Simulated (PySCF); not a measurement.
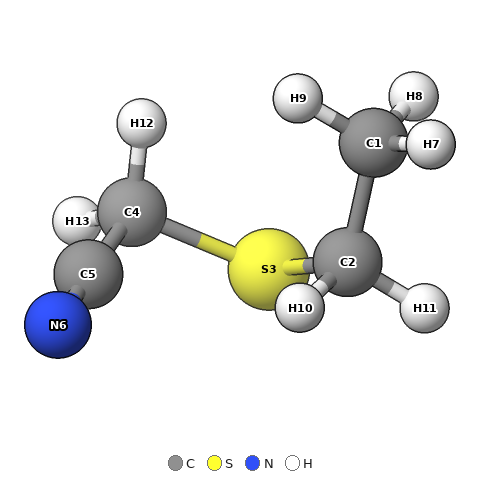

Geometry used (C₄H₇NS, SMILES CCSCC#N).

GIAO shifts, PBE0/pcSseg-1 in PySCF 2.14.0, at a GFN2-xTB geometry (no frequency check), against NH₃ for ¹⁵N computed at the same level (¹⁵N: a single molecule, while the usual scales start at liquid NH₃ or nitromethane; multiply bonded nitrogen can come out tens of ppm too deshielded). Gas phase, fully decoupled, line heights follow the number of nuclei, widths are arbitrary (no quadrupolar broadening); values of one conformer, averaged over nuclei that symmetry, rotation about single bonds or inversion at nitrogen exchange, these motions taken as fast; other conformers aren't averaged in.

### How many ¹⁵N lines appear, and where?

1 signal.


```
δ (ppm)  nuclei  atoms
  305.3       1     N6
```

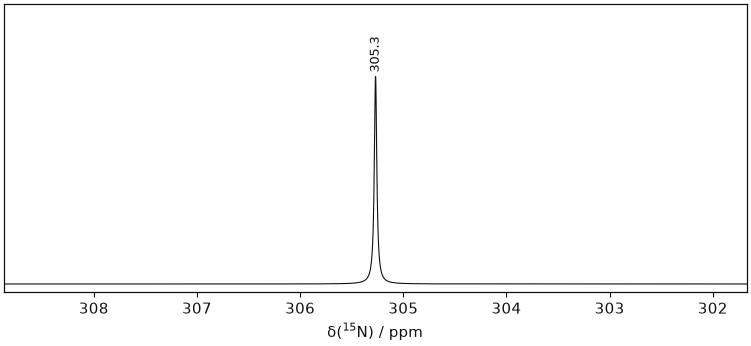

Known limits of this run: the tight-binding geometry is rougher than a DFT one and adds to the error.
